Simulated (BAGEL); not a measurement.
**singlet [BNH3]+, step by step**

We compute the energy (singlet [BNH3]+, HF/def2-SVP), then the energy (doublet BNH3, NEVPT2(3,3)/def2-SVP), then a single-point energy (doublet BNH3, CASPT2(3,3)/def2-SVP) of BH3N. 

The results are computed with BAGEL 1.2.2.

3 further runs of the same task are left out: 3 set aside as unsound or not needed.

## (1) The structure to begin with

[BNH3]+ has 5 atoms, charge +1, and is taken as a singlet. As SMILES of the parent species, `B[NH]`. The N2–H5 distance was set to 1.349 Å, away from the relaxed value. That shape belongs to the parent species and isn't relaxed for this state.

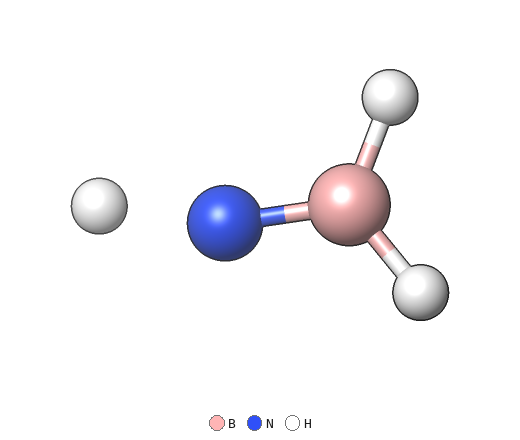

The structure, seen from a chosen angle (boron pink, nitrogen blue, hydrogen white).

## (2) A single-point energy at HF/def2-SVP (density fitting with svp-jkfit) (run 1)

input.json reads:

```json
{ "bagel" : [

{
  "title" : "molecule",
  "basis" : "svp",
  "df_basis" : "svp-jkfit",
  "angstrom" : true,
  "geometry" : [
    { "atom" : "B", "xyz" : [   -0.547823,   -0.603378,   -0.199786 ] },
    { "atom" : "N", "xyz" : [    0.294177,    0.421922,   -0.127986 ] },
    { "atom" : "H", "xyz" : [   -0.651823,   -1.340678,    0.754314 ] },
    { "atom" : "H", "xyz" : [   -1.201123,   -0.806378,   -1.190086 ] },
    { "atom" : "H", "xyz" : [    1.208400,    1.321700,    0.289300 ] }
  ]
},
{ "title" : "hf", "charge" : 1 },
{ "title" : "print", "file" : "orbitals.molden", "orbitals" : true }

]}
```

The run is started by

```bash
$ BAGEL_NUM_THREADS=1 BAGEL input.json > input.out
```

What it wrote:

```text
* using 1 threads per process

  ===============================================================
  ===============================================================

  *** Geometry ***

  { "atom" : "B", "xyz" : [     -1.035235,     -1.140219,     -0.377541 ] },
  { "atom" : "N", "xyz" : [      0.555914,      0.797317,     -0.241858 ] },
  { "atom" : "H", "xyz" : [     -1.231767,     -2.533514,      1.425447 ] },
  { "atom" : "H", "xyz" : [     -2.269794,     -1.523834,     -2.248937 ] },
  { "atom" : "H", "xyz" : [      2.283545,      2.497651,      0.546698 ] },

  Number of auxiliary basis functions:      206

  Since a DF basis is specified, we compute 2- and 3-index integrals:
    o Being stored without compression. Storage requirement is 0.003 GB

  Number of basis functions:       43
  Number of electrons      :       15

    * METHOD: MOLECULE                             0.03

  *** RHF ***

  === Nuclear Repulsion ===
    26.0045938069

      * DIIS with orbital gradients will be used.

  === RHF iteration (svp) ===
      0        -80.24568278          0.02290085           0.00
      1        -80.30216728          0.01634068           0.00
      2        -80.33220384          0.00465518           0.00
      3        -80.33904407          0.00187704           0.00
      4        -80.34070178          0.00063218           0.00
      5        -80.34087545          0.00006114           0.00
      6        -80.34087627          0.00001736           0.00
      7        -80.34087636          0.00000802           0.00
      8        -80.34087638          0.00000495           0.00
      9        -80.34087639          0.00000190           0.00
     10        -80.34087639          0.00000053           0.00
     11        -80.34087639          0.00000025           0.00
     12        -80.34087639          0.00000012           0.00
     13        -80.34087639          0.00000008           0.00
     14        -80.34087639          0.00000006           0.00
     15        -80.34087639          0.00000005           0.00
     16        -80.34087639          0.00000002           0.00
     17        -80.34087639          0.00000001           0.00
    * SCF iteration converged.

    * Permanent dipole moment:
           (   -0.626392,    -0.606607,    -0.302221) a.u.

    * METHOD: HF                                   0.10

    * METHOD: PRINT                                0.00

  ===============================================================
```

Run time: 0.38 s. Hardware: 1 thread of Arm Neoverse V2, shared host; peak memory 0.14 GiB.

## (3) Doublet neutral BNH3: the energy at NEVPT2(3,3)/def2-SVP (density fitting with svp-jkfit) (run 2)

input.json reads:

```json
{ "bagel": [

{
  "title": "molecule",
  "basis": "svp",
  "df_basis": "svp-jkfit",
  "angstrom": true,
  "geometry": [
    { "atom": "B", "xyz": [   -0.547823,   -0.603378,   -0.199786 ] },
    { "atom": "N", "xyz": [    0.294177,    0.421922,   -0.127986 ] },
    { "atom": "H", "xyz": [   -0.651823,   -1.340678,    0.754314 ] },
    { "atom": "H", "xyz": [   -1.201123,   -0.806378,   -1.190086 ] },
    { "atom": "H", "xyz": [    1.208400,    1.321700,    0.289300 ] }
  ]
},
{ "title": "hf", "charge": 1 },
{ "title": "casscf", "nstate": 1, "nact": 3, "nclosed": 6, "nspin": 1, "active": [4, 8, 9], "maxiter": 200, "natocc": true },
{
  "title": "nevpt2",
  "nstate": 1,
  "nact": 3,
  "nclosed": 6,
  "nspin": 1,
  "active": [4, 8, 9],
  "maxiter": 200,
  "natocc": true,
  "ncore": 2
},
{ "title": "print", "file": "orbitals.molden", "orbitals": true }

]}
```

The run is started by

```bash
$ BAGEL_NUM_THREADS=1 BAGEL input.json > input.out
```

What it wrote:

```text
* using 1 threads per process

  ===============================================================
  ===============================================================

  *** Geometry ***

  { "atom" : "B", "xyz" : [     -1.035235,     -1.140219,     -0.377541 ] },
  { "atom" : "N", "xyz" : [      0.555914,      0.797317,     -0.241858 ] },
  { "atom" : "H", "xyz" : [     -1.231767,     -2.533514,      1.425447 ] },
  { "atom" : "H", "xyz" : [     -2.269794,     -1.523834,     -2.248937 ] },
  { "atom" : "H", "xyz" : [      2.283545,      2.497651,      0.546698 ] },

  Number of auxiliary basis functions:      206

  Since a DF basis is specified, we compute 2- and 3-index integrals:
    o Being stored without compression. Storage requirement is 0.003 GB

  Number of basis functions:       43
  Number of electrons      :       15

    * METHOD: MOLECULE                             0.03

  *** RHF ***

  === Nuclear Repulsion ===
    26.0045938069

      * DIIS with orbital gradients will be used.

  === RHF iteration (svp) ===
      0        -80.24568278          0.02290085           0.00
      1        -80.30216728          0.01634068           0.00
      2        -80.33220384          0.00465518           0.00
      3        -80.33904407          0.00187704           0.00
      4        -80.34070178          0.00063218           0.00
      5        -80.34087545          0.00006114           0.00
      6        -80.34087627          0.00001736           0.00
      7        -80.34087636          0.00000802           0.00
      8        -80.34087638          0.00000495           0.00
      9        -80.34087639          0.00000190           0.00
     10        -80.34087639          0.00000053           0.00
     11        -80.34087639          0.00000025           0.00
     12        -80.34087639          0.00000012           0.00
     13        -80.34087639          0.00000008           0.00
     14        -80.34087639          0.00000006           0.00
     15        -80.34087639          0.00000005           0.00
     16        -80.34087639          0.00000002           0.00
     17        -80.34087639          0.00000001           0.00
    * SCF iteration converged.

    * Permanent dipole moment:
           (   -0.626392,    -0.606607,    -0.302221) a.u.

    * METHOD: HF                                   0.10

  ---------------------------
      CASSCF calculation
  ---------------------------

    ==== Active orbitals : =====
         Orbital 4
         Orbital 8
         Orbital 9
    ============================

    * nstate   :      1
    * nclosed  :      6
    * nact     :      3
    * nvirt    :     34
  === CASSCF iteration (svp) ===

    * Using the second-order algorithm

      0  0       -80.66680842     3.16e-02      0.00

      1  0       -80.73101813     4.47e-03      0.03

      2  0       -80.73909845     1.16e-03      0.03

      3  0       -80.73926198     2.18e-04      0.03

      4  0       -80.73926440     5.03e-05      0.03

      5  0       -80.73926451     1.34e-05      0.03

      6  0       -80.73926452     3.75e-06      0.03

      7  0       -80.73926452     1.08e-06      0.03

      8  0       -80.73926452     3.13e-07      0.03

      9  0       -80.73926452     9.13e-08      0.03

     10  0       -80.73926452     2.67e-08      0.02

     11  0       -80.73926452     7.84e-09      0.02

    * Second-order optimization converged. *

     guess   0:   closed 1..                  open .1.

  === FCI iteration ===

      0  0       -80.70695808     6.32e-02      0.00
      1  0       -80.73858713     7.07e-03      0.00
      2  0       -80.73923977     1.17e-03      0.00
      3  0       -80.73926434     1.30e-04      0.00
      4  0       -80.73926451     1.34e-05      0.00
      5  0       -80.73926452     4.10e-06      0.00
      6  0       -80.73926452     4.11e-07      0.00
      7  0 *     -80.73926452     2.57e-15      0.00

     * ci vector, state   0, <S^2> = 0.7500
       2a.    -0.9844729930
       .a2    -0.1551860504
       aba    -0.0618944605

    * METHOD: CASSCF                               0.33

    * freezing 2 orbitals

  === DF-NEVPT2 calculation ===

    * 3-index integral transformation done
    * assembly done

      NEVPT2 correlation energy:   -0.2130893453      0.02

          (+0)     -0.1113446132
          (+0)'    -0.0278429350
          (+1)     -0.0129532541
          (+1)'    -0.0010009408
          (+2)     -0.0003490836
          (-1)     -0.0426877272
          (-1)'    -0.0064966207
          (-2)     -0.0104141707

      NEVPT2 total energy:        -80.9523538631

    * METHOD: NEVPT2                               0.03

    * METHOD: PRINT                                0.00

  ===============================================================
```

Run time: 0.75 s. Hardware: 1 thread of Arm Neoverse V2, shared host; peak memory 0.14 GiB.

## (4) Doublet neutral BNH3: a single-point energy at CASPT2(3,3)/def2-SVP (density fitting with svp-jkfit) (run 3)

input.json reads:

```json
{ "bagel" : [

{
  "title" : "molecule",
  "basis" : "svp",
  "df_basis" : "svp-jkfit",
  "angstrom" : true,
  "geometry" : [
    { "atom" : "B", "xyz" : [      -0.547823,      -0.603378,      -0.199786 ] },
    { "atom" : "N", "xyz" : [       0.294177,       0.421922,      -0.127986 ] },
    { "atom" : "H", "xyz" : [      -0.651823,      -1.340678,       0.754314 ] },
    { "atom" : "H", "xyz" : [      -1.201123,      -0.806378,      -1.190086 ] },
    { "atom" : "H", "xyz" : [       1.208400,       1.321700,       0.289300 ] }
  ]
},

{
  "title" : "hf",
  "charge" : 1
},

{
  "title" : "casscf",
  "nstate" : 1,
  "nact" : 3,
  "nclosed" : 6,
  "charge" : 0,
  "nspin" : 1,
  "active" : [4, 8, 9],
  "maxiter" : 200,
  "natocc" : true
},

{
  "title" : "print",
  "file" : "orbitals.molden",
  "orbitals" : true
},

{
  "title" : "smith",
  "method" : "caspt2",
  "ms" : true,
  "xms" : true,
  "sssr" : true,
  "shift" : 0.2,
  "shift_imag" : true,
  "ncore" : 2
}

]}
```

The run is started by

```bash
$ BAGEL_NUM_THREADS=1 BAGEL input.json > input.out
```

What it wrote:

```text
* using 1 threads per process

  ===============================================================
  ===============================================================

  *** Geometry ***

  { "atom" : "B", "xyz" : [     -1.035235,     -1.140219,     -0.377541 ] },
  { "atom" : "N", "xyz" : [      0.555914,      0.797317,     -0.241858 ] },
  { "atom" : "H", "xyz" : [     -1.231767,     -2.533514,      1.425447 ] },
  { "atom" : "H", "xyz" : [     -2.269794,     -1.523834,     -2.248937 ] },
  { "atom" : "H", "xyz" : [      2.283545,      2.497651,      0.546698 ] },

  Number of auxiliary basis functions:      206

  Since a DF basis is specified, we compute 2- and 3-index integrals:
    o Being stored without compression. Storage requirement is 0.003 GB

  Number of basis functions:       43
  Number of electrons      :       15

    * METHOD: MOLECULE                             0.03

  *** RHF ***

  === Nuclear Repulsion ===
    26.0045938069

      * DIIS with orbital gradients will be used.

  === RHF iteration (svp) ===
      0        -80.24568278          0.02290085           0.00
      1        -80.30216728          0.01634068           0.00
      2        -80.33220384          0.00465518           0.00
      3        -80.33904407          0.00187704           0.00
      4        -80.34070178          0.00063218           0.00
      5        -80.34087545          0.00006114           0.00
      6        -80.34087627          0.00001736           0.00
      7        -80.34087636          0.00000802           0.00
      8        -80.34087638          0.00000495           0.00
      9        -80.34087639          0.00000190           0.00
     10        -80.34087639          0.00000053           0.00
     11        -80.34087639          0.00000025           0.00
     12        -80.34087639          0.00000012           0.00
     13        -80.34087639          0.00000008           0.00
     14        -80.34087639          0.00000006           0.00
     15        -80.34087639          0.00000005           0.00
     16        -80.34087639          0.00000002           0.00
     17        -80.34087639          0.00000001           0.00
    * SCF iteration converged.

    * Permanent dipole moment:
           (   -0.626392,    -0.606607,    -0.302221) a.u.

    * METHOD: HF                                   0.10

  ---------------------------
      CASSCF calculation
  ---------------------------

    ==== Active orbitals : =====
         Orbital 4
         Orbital 8
         Orbital 9
    ============================

    * nstate   :      1
    * nclosed  :      6
    * nact     :      3
    * nvirt    :     34
  === CASSCF iteration (svp) ===

    * Using the second-order algorithm

      0  0       -80.66680842     3.16e-02      0.00

      1  0       -80.73101813     4.47e-03      0.03

      2  0       -80.73909845     1.16e-03      0.03

      3  0       -80.73926198     2.18e-04      0.03

      4  0       -80.73926440     5.03e-05      0.03

      5  0       -80.73926451     1.34e-05      0.03

      6  0       -80.73926452     3.75e-06      0.03

      7  0       -80.73926452     1.08e-06      0.03

      8  0       -80.73926452     3.13e-07      0.03

      9  0       -80.73926452     9.13e-08      0.03

     10  0       -80.73926452     2.67e-08      0.03

     11  0       -80.73926452     7.84e-09      0.02

    * Second-order optimization converged. *

     guess   0:   closed 1..                  open .1.

  === FCI iteration ===

      0  0       -80.70695808     6.32e-02      0.00
      1  0       -80.73858713     7.07e-03      0.00
      2  0       -80.73923977     1.17e-03      0.00
      3  0       -80.73926434     1.30e-04      0.00
      4  0       -80.73926451     1.34e-05      0.00
      5  0       -80.73926452     4.10e-06      0.00
      6  0       -80.73926452     4.11e-07      0.00
      7  0 *     -80.73926452     2.57e-15      0.00

     * ci vector, state   0, <S^2> = 0.7500
       2a.    -0.9844729930
       .a2    -0.1551860504
       aba    -0.0618944605

    * METHOD: CASSCF                               0.34

    * METHOD: PRINT                                0.00

  === SMITH program ===

    * freezing 2 orbitals

    * Approximate memory requirement for SMITH calulation per MPI process:
      o Storage requirement for T-amplitude, lambda, and residual is 0.00 GB
      o Storage requirement for MO integrals is 0.00 GB
    * Calculating and saving rdm4f

    * Zeroth order energy : state  0       -1.4541925522

    * CASPT2 iteration is performed using orthogonal basis

      -------------------------------------------  CASPT2 iteration  ---------------------------------------------------
       #      aibj      arbs      arbi      airj      risj      airs      arst      rist         Etot      error   time
      ------------------------------------------------------------------------------------------------------------------

       0  -0.11157  -0.01250  -0.04587  -0.01477  -0.00052  -0.02568  -0.00645  -0.00105   -0.2183966  0.0033815   0.01
       1  -0.11174  -0.01256  -0.04605  -0.01490  -0.00056  -0.02615  -0.00657  -0.00111   -0.2196423  0.0005387   0.01
       2  -0.11176  -0.01256  -0.04604  -0.01491  -0.00056  -0.02617  -0.00657  -0.00111   -0.2196820  0.0001156   0.01
       3  -0.11176  -0.01256  -0.04604  -0.01491  -0.00057  -0.02617  -0.00657  -0.00111   -0.2196835  0.0000232   0.01
       4  -0.11176  -0.01256  -0.04604  -0.01491  -0.00057  -0.02617  -0.00657  -0.00111   -0.2196836  0.0000051   0.01
       5  -0.11176  -0.01256  -0.04604  -0.01491  -0.00057  -0.02617  -0.00657  -0.00111   -0.2196836  0.0000010   0.01

      ------------------------------------------------------------------------------------------------------------------

    * CASPT2 energy : state  0      -80.9604501744
        w/o shift correction        -80.9589480839
        reference weight              0.9250972580

    * METHOD: SMITH                                0.10

  ===============================================================
```

It took 0.83 s on 1 thread of Arm Neoverse V2, shared host; peak memory 0.14 GiB.

## (5) Results

```
                                 quantity         value
         run 1, HF/def2-SVP: total energy  -80.34088 Eh
          run 1, HF/def2-SVP: HOMO energy     -21.21 eV
          run 1, HF/def2-SVP: LUMO energy      -8.05 eV
        run 1, HF/def2-SVP: HOMO–LUMO gap      13.16 eV
doublet neutral BNH3, run 2: total energy  -80.95235 Eh
doublet neutral BNH3, run 3: total energy  -80.96045 Eh
```
